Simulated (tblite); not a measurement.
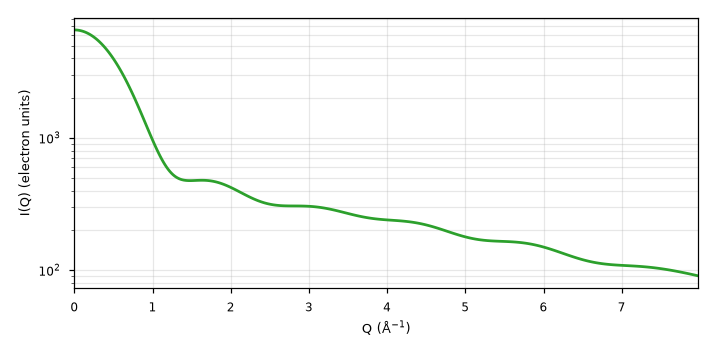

Elastic X-ray scattering of a randomly oriented, rigid molecule, calculated with the Debye equation from neutral-atom form factors (independent atoms, no Compton part, no vibration). The geometry is the end point of an optimisation (GFN2-xTB geometry optimisation, gas phase in tblite 0.8.0); it may be a saddle point or a higher isomer. It contains C, Si, F, N, H.

How many electrons does the independent-atom model of the molecule hold?

I(0) is the square of the electron number: I(0) = 6560, so about 81 electrons, the count of C2H11FNSi3.

What radius of gyration does the initial fall-off give?

From I(Q) ≈ I(0) exp(−Q²R²/3) at small Q, R ≈ 2.45 Å. It is larger than the electron-weighted radius of the nuclear positions alone (2.33 Å), because each atom's electron cloud adds to it.
